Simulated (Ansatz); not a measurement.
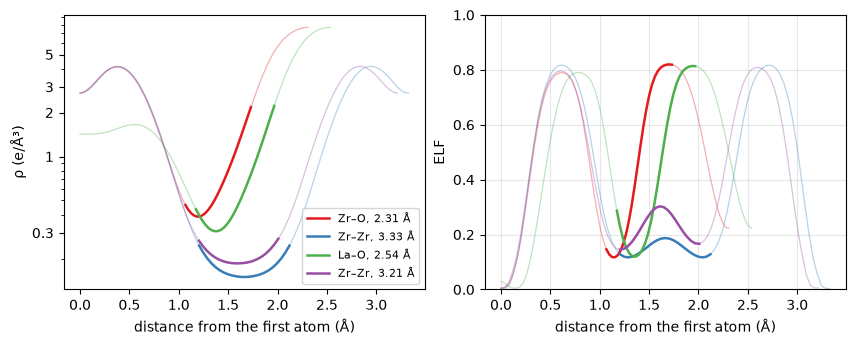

Figure. LaZr4O3. Valence pseudo-density and ELF along straight lines between neighbouring atoms. Thin, pale parts lie inside the atomic spheres.

Space group P-3m1; a generated structure, not necessarily the stable one; computed without spin polarisation.

All numbers below come from DFT PBE, scalar-relativistic, plane waves, PAW (Ansatz 0.2.0).

The density is the valence pseudo-density of a PAW calculation; it isn't the true density close to the nuclei.

The calculation's input:

```
crystal:
  lattice:
    - [3.3266742693, 0.0, 0.0]
    - [-1.6633371346, 2.8809844273, 0.0]
    - [0.0, 0.0, 13.6351545084]
  atoms:
    - { symbol: La, position: [0.0, 0.0, 0.0] }
    - { symbol: Zr, position: [0.3333333333, 0.6666666667, 0.5957015185] }
    - { symbol: Zr, position: [0.6666666667, 0.3333333333, 0.4042984815] }
    - { symbol: Zr, position: [0.3333333333, 0.6666666667, 0.2154228874] }
    - { symbol: Zr, position: [0.6666666667, 0.3333333333, 0.7845771126] }
    - { symbol: O, position: [0.0, 0.0, 0.5] }
    - { symbol: O, position: [0.3333333333, 0.6666666667, 0.878403233] }
    - { symbol: O, position: [0.6666666667, 0.3333333333, 0.121596767] }
basis:
  ecutwfc: 420
kpoints:
  mp_grid: { grid: [12, 12, 4] }
  band_path:
    path:
      - [[0.0, 0.0, 0.0], [0.5, 0.0, 0.0], [0.33333333, 0.33333333, 0.0], [0.0, 0.0, 0.0], [0.0, 0.0, 0.5], [0.5, 0.0, 0.5], [0.33333333, 0.33333333, 0.5], [0.0, 0.0, 0.5]]
      - [[0.5, 0.0, 0.5], [0.5, 0.0, 0.0]]
      - [[0.33333333, 0.33333333, 0.5], [0.33333333, 0.33333333, 0.0]]
    npoints: 14
hamiltonian:
  xc: pbe
scf:
  occupations: { method: gaussian, width: 0.1 }
  n_extra_bands: 20
output:
  forces: true
  stress: true
  eigenvalues: true
  populations: true
  dos: { projected: true, de: 0.02, nscf_kmesh: { grid: [15, 15, 5] } }
  bader: true
  write_density: true
  write_potential: true
  elf: true
  volumetric_format: npy
```

Run with:

```sh
ansatz run input.yaml --threads 1 --pin off --max-ram 2560MiB --backend cpu --events-out ev --progress --plain --runs-dir out
```

Below, planes, directions and counts refer to the conventional cell (a = 3.33 Å, b = 3.33 Å, c = 13.64 Å, α = 90.00°, β = 90.00°, γ = 120.00°).

What can be read from the curves?

Answer. Zr–O (2.31 Å): ρ at the midpoint is about 0.39 e/Å³; the ELF peaks at about 0.80 in the valence shell of O, 0.6 Å from its nucleus, and drops to about 0.10 between the two atoms: no localised pair shows between them.
Zr–Zr (3.33 Å): the density is about 0.15 e/Å³ at the midpoint; the ELF is about 0.20 at the midpoint: no localised pair shows between them.
La–O (2.54 Å): the density is about 0.34 e/Å³ at the midpoint; the ELF is about 0.15 at the midpoint; no localised pair shows between them.
Zr–Zr (3.21 Å): the density is about 0.19 e/Å³ at the midpoint; the ELF is about 0.30 at the midpoint.
